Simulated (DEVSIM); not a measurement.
Device: abrupt Ge p-n junction, at 300 K.

```tsv
layer (left to right)	material	thickness (μm)	Nd (cm⁻³)	Na (cm⁻³)	τn (s)	τp (s)
1	Ge	0.0950	-	1.8e17	6.7e-5	6.7e-5
2	Ge	56.0	7.9e16	-	6.7e-5	6.7e-5
```

Left contact: ohmic. Right contact: ohmic. Voltage is applied to the left contact. Recombination: SRH at mid-gap, radiative, Auger. Mobility is constant in doping.

The device is made up for the run: typed textbook-type constants, with dimensions and the other settings drawn at random. Values at 300 K.

| parameter | Ge |
|---|---|
| gap (eV) | 0.664 |
| affinity (eV) | 4 |
| permittivity | 16 |
| Nc (cm⁻³) | 1.04e19 |
| Nv (cm⁻³) | 6e18 |
| μn (cm²/Vs) | 3900 |
| μp (cm²/Vs) | 1900 |
| B (cm³/s) | 6.4e-14 |
| Cn (cm⁶/s) | 1e-31 |
| Cp (cm⁶/s) | 1e-31 |

Simulated with DEVSIM: 1D drift-diffusion, Boltzmann statistics, complete ionisation; no tunnelling, impact ionisation, image-force lowering or self-heating.

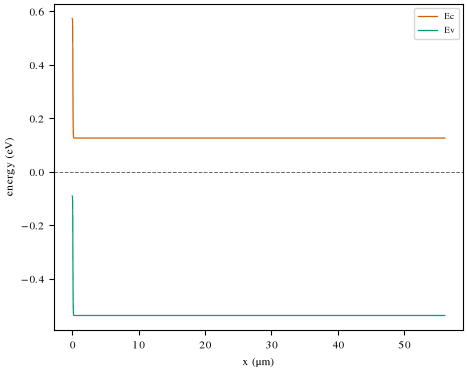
Figure: Band edges at zero bias

Energies count from the Fermi level of the right contact; mesh points crowd at the junctions.

```
x (μm)   Ec (eV)  Ev (eV)  n (cm⁻³)  p (cm⁻³)  field (V/cm)
-------  -------  -------  --------  --------  ------------
0.000      0.573   -0.091     2.4e9    1.8e17          -150
0.02136    0.573   -0.091     2.5e9    1.8e17          -500
0.05126    0.566   -0.098     3.2e9    1.4e17         -6300
0.07926    0.511   -0.153    2.7e10    1.6e16        -40000
0.1071     0.346   -0.318    1.6e13    2.7e13        -59000
0.1462     0.183   -0.481    8.6e15    5.1e10        -25000
0.2343     0.127   -0.537    7.8e16     5.6e9          -280
0.5057     0.126   -0.538    7.9e16     5.5e9           ≈ 0
0.9769     0.126   -0.538    7.9e16     5.5e9           ≈ 0
1.959      0.126   -0.538    7.9e16     5.5e9           ≈ 0
4.004      0.126   -0.538    7.9e16     5.5e9           ≈ 0
10.54      0.126   -0.538    7.9e16     5.5e9           ≈ 0
21.88      0.126   -0.538    7.9e16     5.5e9           ≈ 0
38.23      0.126   -0.538    7.9e16     5.5e9           ≈ 0
49.40      0.126   -0.538    7.9e16     5.5e9           ≈ 0
52.89      0.126   -0.538    7.9e16     5.5e9           ≈ 0
54.63      0.126   -0.538    7.9e16     5.5e9           ≈ 0
55.41      0.126   -0.538    7.9e16     5.5e9           ≈ 0
55.85      0.126   -0.538    7.9e16     5.5e9           ≈ 0
55.99      0.126   -0.538    7.9e16     5.5e9           ≈ 0
56.06      0.126   -0.538    7.9e16     5.5e9           ≈ 0
56.09      0.126   -0.538    7.9e16     5.5e9           ≈ 0
```
